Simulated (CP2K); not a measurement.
# C3H6F (SMILES C[CH]CF) at RM1

What is the vertical ionisation energy of C3H6F at RM1? 

Program for the calculation: CP2K 2026.2.

4 further runs of the same task are left out: 3 that didn't finish, 1 set aside as unsound or not needed.

### Step 1. The system as given

C3H6F: 10 atoms, total charge 0, spin state doublet. SMILES: `C[CH]CF`. The shape is that of a PBE0-D4/def2-TZVP optimisation. This is one conformer, not always the lowest.

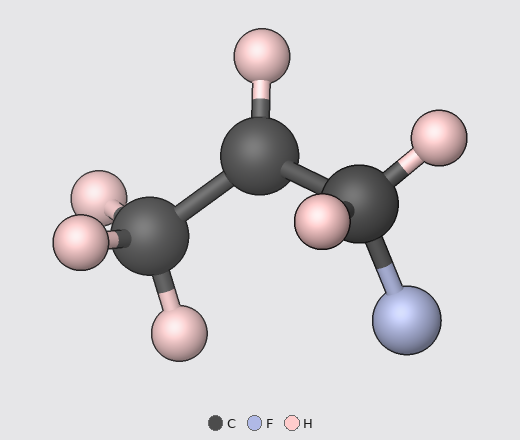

The structure, seen from a chosen angle (carbon dark grey, fluorine light blue, hydrogen pink).

### Step 2. Energy and gradient at RM1

Input file calc.inp:

```
&GLOBAL
 PROJECT calc
 RUN_TYPE ENERGY_FORCE
 PRINT_LEVEL MEDIUM
&END

&FORCE_EVAL
 METHOD QS
 &DFT
  MULTIPLICITY 2
  SPIN_POLARIZED T
  &QS
   METHOD RM1
   EPS_DEFAULT 1.0E-10
   &SE
    &COULOMB
     CUTOFF [angstrom] 50
     RC_RANGE [angstrom] 0
    &END
    &EXCHANGE
     CUTOFF [angstrom] 50
     RC_RANGE [angstrom] 0
    &END
   &END
  &END
  &POISSON
   PERIODIC NONE
   POISSON_SOLVER ANALYTIC
  &END
  &SCF
   SCF_GUESS ATOMIC
   EPS_SCF 1.0E-07
   MAX_SCF 80
   ADDED_MOS 8
   &DIAGONALIZATION
    ALGORITHM STANDARD
   &END
   &MIXING
    METHOD DIRECT_P_MIXING
    ALPHA 0.4
   &END
  &END
  &PRINT
   &MOMENTS
    PERIODIC F
    REFERENCE COM
    MAX_MOMENT 1
   &END
   &MO ON
    ENERGIES T
    OCCUPATION_NUMBERS T
    NDIGITS 6
    &EACH
     QS_SCF 0
    &END
    ADD_LAST NUMERIC
   &END
   &HIRSHFELD OFF
   &END
  &END
 &END
 &SUBSYS
  &CELL
   ABC 15.5 15.7 13.8
   PERIODIC NONE
  &END
  &COORD
   C      6.787050     8.743050     6.724000
   C      8.143850     8.236950     6.420400
   C      8.485950     6.818350     6.632900
   F      7.573550     5.979350     5.991000
   H      6.018350     8.050950     6.369300
   H      6.633050     8.851850     7.809000
   H      6.608450     9.720650     6.274200
   H      8.940950     8.926550     6.169800
   H      8.447850     6.543250     7.698100
   H      9.481650     6.580450     6.250000
  &END
 &END
 &PRINT
  &FORCES ON
  &END
 &END
&END
```

The run is started by

```
$ OMP_NUM_THREADS=1 cp2k.psmp -i calc.inp > calc.out 2>&1
```

What it wrote:

```text
CP2K| version string:                                       CP2K version 2026.2
[...]
 GLOBAL| Method name                                                        CP2K
[...]
 GLOBAL| Run type                                                   ENERGY_FORCE
[...]
                             - Atoms:                                         10
[...]
                             - Spherical basis functions:                     22
[...]
 Number of electrons:                                                         13
[...]
     1 P_Mix/Diag. 0.40E+00    0.0     0.42157827       -28.5359190782 -2.85E+01
[...]
    18 DIIS/Diag.  0.10E-06    0.0     0.00000010       -34.8396245985 -2.77E-13
  *** SCF run converged in    18 steps ***
  Core-core repulsion energy [eV]:                           1665.71721261950097
  Core Hamiltonian energy [eV]:                             -1529.80219739629251
  Two-electron integral energy [eV]:                        -2167.89882718404942
  Electronic energy [eV]:                                   -2613.75161098831722
  Total energy [eV]:                                         -948.03439836881626
  Atomic reference energy [eV]:                               946.56855713363075
  Heat of formation [kcal/mol]:                               -33.80310459618100
[...]
 SE_DIPOLE| Moment [Debye]         -0.91677965      -1.21276698      -1.05746691
 SE_DIPOLE| Derivative [a.u.]       0.00000000       0.00000000       0.00000000
 ENERGY| Total FORCE_EVAL ( QS ) energy [hartree]            -34.839624598526257
 FORCES| Atomic forces [hartree/bohr]
 FORCES|   Atom     x               y               z               |f|
 FORCES|      1  1.40525449E-02 -8.63206929E-03 -2.16215937E-03   1.66331468E-02
 FORCES|      2 -9.92621724E-03  1.17908197E-02  8.32053784E-03   1.75152667E-02
 FORCES|      3 -3.82294811E-02 -3.17088917E-02 -2.34515420E-02   5.49265133E-02
 FORCES|      4  2.72207544E-02  2.64356346E-02  1.79695713E-02   4.19847322E-02
 FORCES|      5 -4.85238647E-03 -1.29399012E-03 -2.01187387E-03   5.40996315E-03
 FORCES|      6  1.10861761E-03  5.76666918E-05  9.80005931E-04   1.48080049E-03
 FORCES|      7 -2.03112569E-03  4.35438652E-03 -2.33464429E-03   5.34197693E-03
 FORCES|      8  5.06400844E-04  2.28712436E-03 -2.02892419E-03   3.09901807E-03
 FORCES|      9  2.03987298E-03  5.60718184E-04  8.16799897E-03   8.43751704E-03
 FORCES|     10  1.01110198E-02 -3.85139893E-03 -3.44897024E-03   1.13561168E-02
 FORCES| Sum     0.00000000E+00 -5.45570533E-16  1.38777878E-16
 FORCES| Total atomic force                                       5.62944496E-16
[...]
```

It took 0.46 s on 1 thread of Arm Neoverse N1, shared host; peak memory 0.14 GiB.

### Step 3. The singlet cation, same level

Input file qs.inp:

```
&GLOBAL
 PROJECT qs
 RUN_TYPE ENERGY_FORCE
 PRINT_LEVEL MEDIUM
&END GLOBAL

&FORCE_EVAL
 METHOD QUICKSTEP
 &DFT
  CHARGE 1
  MULTIPLICITY 1
  &QS
   METHOD RM1
   EPS_DEFAULT 1.0E-10
   &SE
    &COULOMB
     CUTOFF [angstrom] 50
     RC_RANGE [angstrom] 0
    &END COULOMB
    &EXCHANGE
     CUTOFF [angstrom] 50
     RC_RANGE [angstrom] 0
    &END EXCHANGE
   &END SE
  &END QS
  &POISSON
   PERIODIC NONE
   POISSON_SOLVER ANALYTIC
  &END POISSON
  &SCF
   SCF_GUESS ATOMIC
   EPS_SCF 1.0E-07
   MAX_SCF 150
   ADDED_MOS 2
   &DIAGONALIZATION
    ALGORITHM STANDARD
   &END DIAGONALIZATION
   &MIXING
    METHOD DIRECT_P_MIXING
    ALPHA 0.4
   &END MIXING
  &END SCF
  &PRINT
   &MOMENTS
    PERIODIC F
    REFERENCE COM
    MAX_MOMENT 1
   &END MOMENTS
   &MO ON
    ENERGIES T
    OCCUPATION_NUMBERS T
    NDIGITS 6
    &EACH
     QS_SCF 0
    &END EACH
    ADD_LAST NUMERIC
   &END MO
   &HIRSHFELD OFF
   &END HIRSHFELD
  &END PRINT
 &END DFT
 &SUBSYS
  &CELL
   ABC [angstrom] 15.5 15.7 13.8
   PERIODIC NONE
  &END CELL
  &COORD
   C      6.787050     8.743050     6.724000
   C      8.143850     8.236950     6.420400
   C      8.485950     6.818350     6.632900
   F      7.573550     5.979350     5.991000
   H      6.018350     8.050950     6.369300
   H      6.633050     8.851850     7.809000
   H      6.608450     9.720650     6.274200
   H      8.940950     8.926550     6.169800
   H      8.447850     6.543250     7.698100
   H      9.481650     6.580450     6.250000
  &END COORD
 &END SUBSYS
 &PRINT
  &FORCES ON
  &END FORCES
 &END PRINT
&END FORCE_EVAL
```

The run is started by

```
$ OMP_NUM_THREADS=1 cp2k.psmp -i qs.inp > qs.out 2>&1
```

What it wrote:

```text
CP2K| version string:                                       CP2K version 2026.2
[...]
 GLOBAL| Method name                                                        CP2K
[...]
 GLOBAL| Run type                                                   ENERGY_FORCE
[...]
                             - Atoms:                                         10
[...]
                             - Spherical basis functions:                     22
[...]
 Number of electrons:                                                         24
[...]
     1 P_Mix/Diag. 0.40E+00    0.0     0.74347917       -28.0645193000 -2.81E+01
[...]
    23 DIIS/Diag.  0.57E-07    0.0     0.00000005       -34.5164732392 -7.11E-14
  *** SCF run converged in    23 steps ***
  Core-core repulsion energy [eV]:                           1665.71721261950097
  Core Hamiltonian energy [eV]:                             -1504.17914059212717
  Two-electron integral energy [eV]:                        -2201.55814942632514
  Electronic energy [eV]:                                   -2604.95821530528974
  Total energy [eV]:                                         -939.24100268578877
  Atomic reference energy [eV]:                               946.56855713363075
  Heat of formation [kcal/mol]:                               168.97743322335222
[...]
 SE_DIPOLE| Moment [Debye]         -1.64583125      -4.74585480      -1.81993434
 SE_DIPOLE| Derivative [a.u.]       0.00000000       0.00000000       0.00000000
 ENERGY| Total FORCE_EVAL ( QS ) energy [hartree]            -34.516473239176690
 FORCES| Atomic forces [hartree/bohr]
 FORCES|   Atom     x               y               z               |f|
 FORCES|      1  4.35000285E-02 -1.58808969E-02 -2.27928713E-02   5.16136643E-02
 FORCES|      2 -4.05056233E-02  1.43682942E-02  2.59037437E-02   5.01812449E-02
 FORCES|      3 -4.22426903E-02 -4.04268201E-02 -3.89170648E-02   7.02375299E-02
 FORCES|      4  2.90262586E-02  3.31947583E-02  2.38309006E-02   5.01231234E-02
 FORCES|      5 -1.17527481E-02 -6.16142865E-03 -3.74661937E-04   1.32751897E-02
 FORCES|      6 -1.75659520E-03  2.37787652E-04  8.18356195E-03   8.37334197E-03
 FORCES|      7 -4.71793363E-03  1.04215726E-02 -1.80731411E-03   1.15816431E-02
 FORCES|      8  9.34558094E-03  1.02496060E-02 -4.79754651E-03   1.46768784E-02
 FORCES|      9  3.71598172E-03  4.67154591E-04  1.49092909E-02   1.53724984E-02
 FORCES|     10  1.53877407E-02 -6.47002769E-03 -4.13803851E-03   1.71978832E-02
 FORCES| Sum     3.33066907E-16  8.91647867E-16 -1.80411242E-16
 FORCES| Total atomic force                                       9.68771231E-16
[...]
```

Run time: 0.46 s. Hardware: 1 thread of Arm Neoverse N1, shared host; peak memory 0.14 GiB.

### Step 4. Summary of results

Level: RM1.

| quantity | value |
| --- | --- |
| doublet C3H6F: total energy | -34.83962 Eh |
| doublet C3H6F: dipole moment | 1.85 D |
| doublet C3H6F: HOMO energy (highest over α and β) | -9.32 eV |
| doublet C3H6F: LUMO energy (lowest over α and β) | 0.74 eV |
| doublet C3H6F: heat of formation at this unrelaxed shape | -33.8 kcal/mol |
| doublet C3H6F: largest force on an atom | 2.824 eV/Å |
| singlet cation: total energy | -34.51647 Eh |
| singlet cation: HOMO energy | -18.30 eV |
| singlet cation: LUMO energy | -8.21 eV |
| singlet cation: HOMO–LUMO gap | 10.10 eV |
| singlet cation: heat of formation at this unrelaxed shape | 169.0 kcal/mol |
| singlet cation: largest force on an atom | 3.612 eV/Å |
| vertical ionisation energy (to the singlet cation) | 8.793 eV |

In words: The vertical ionisation energy comes to 8.79 eV (203 kcal/mol). The largest force (doublet C3H6F) is 2.82 eV/Å: the shape isn't a stationary point for this species at this level. Only the singlet of the ionised species was computed; a triplet could lie lower.
